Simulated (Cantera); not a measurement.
A closed system holds: 1 mol Si₂Cl₆, a varied amount of NH₃, 37 mol N₂, equilibrated at 898.15 K and 0.0170 bar.

Method: chemical equilibrium by Gibbs-energy minimisation in Cantera with the NASA 1993 tables (ideal gas, pure condensed phases). Candidate condensed phases: NH₄Cl, Si, Si₃N₄; 28 gas species. The feed counts by its element totals alone. Equilibrium is a limit: real reactors are often held back by kinetics, nucleation or transport.

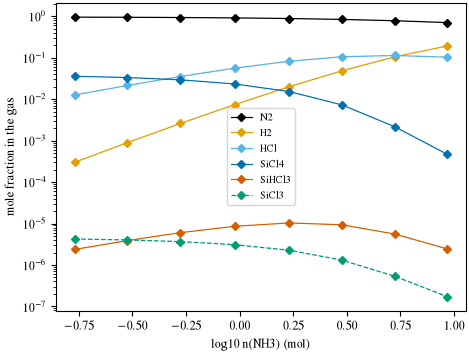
Fig. 1. Equilibrium gas composition (values under 1e-9 drawn at 1e-9)

From 0.17 mol NH₃ to 9.3 mol NH₃ the condensed part is Si₃N₄(s). The main Si-bearing gas is SiCl₄ throughout. The share of Si in condensed phases is highest at 9.3 mol NH₃ (98.6 %) and lowest at 0.17 mol NH₃ (31.1 %).
